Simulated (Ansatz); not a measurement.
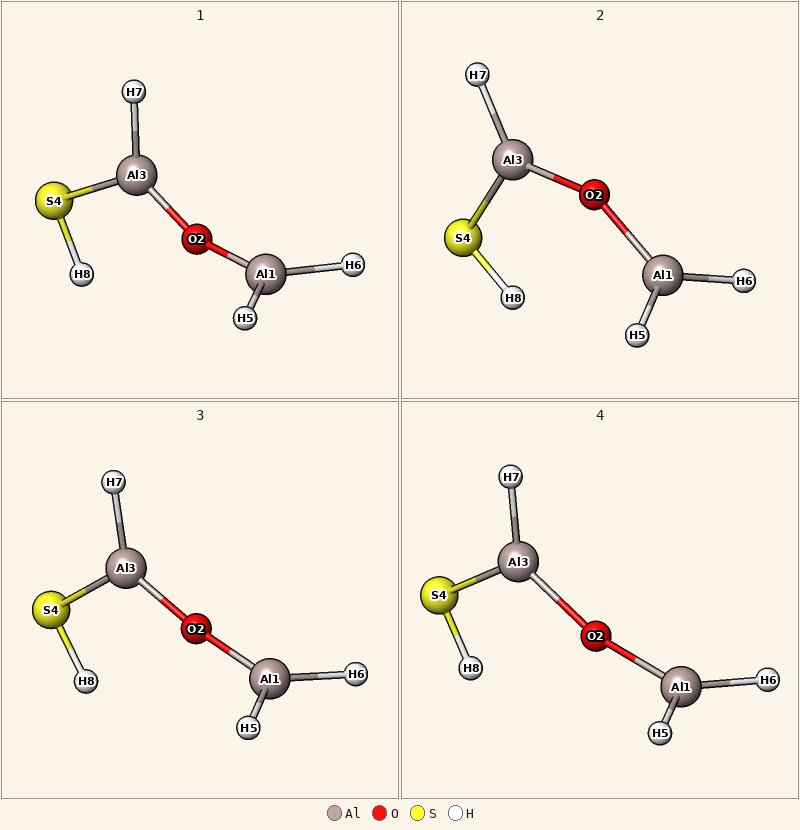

Al₂H₄OS, SMILES [AlH2][O][AlH][SH]. 
- The first coordinate is: angle Al1–O2–Al3 (carried through 180); the second: change of the bonds O2–Al1, O2–Al3, all alike.
- Nothing is relaxed (all other coordinates rigid).
- Grid: 11 × 11 points.
- Points are written as (first, second).
- Energies: kcal/mol, counted from the lowest grid point.
- Method: RKS r2SCAN-D4/def2-SVP in Ansatz 0.2.0.

The numbered pictures are structures from this grid.

> Which is the most stable, and how do the others follow?

3, at (172°, 0.003 Å): 0.0 kcal/mol; 2, at (212°, 0.146 Å): 12.8 kcal/mol; 1, at (156°, −0.140 Å): 18.5 kcal/mol; 4, at (164°, 0.242 Å): 27.8 kcal/mol.

The map, with the structures marked:

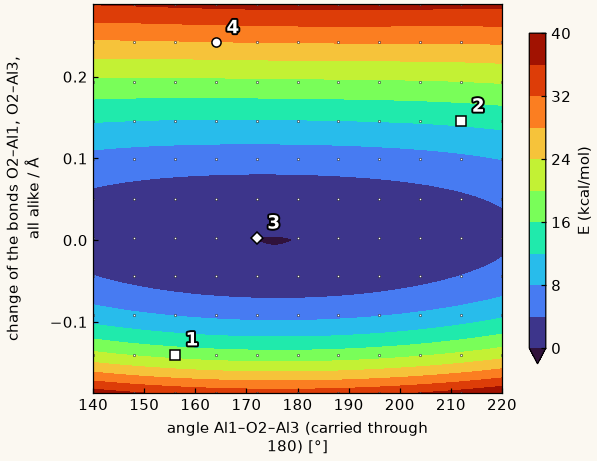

Drawn: filled contours, dots at the grid points. Between grid points the surface is interpolated.
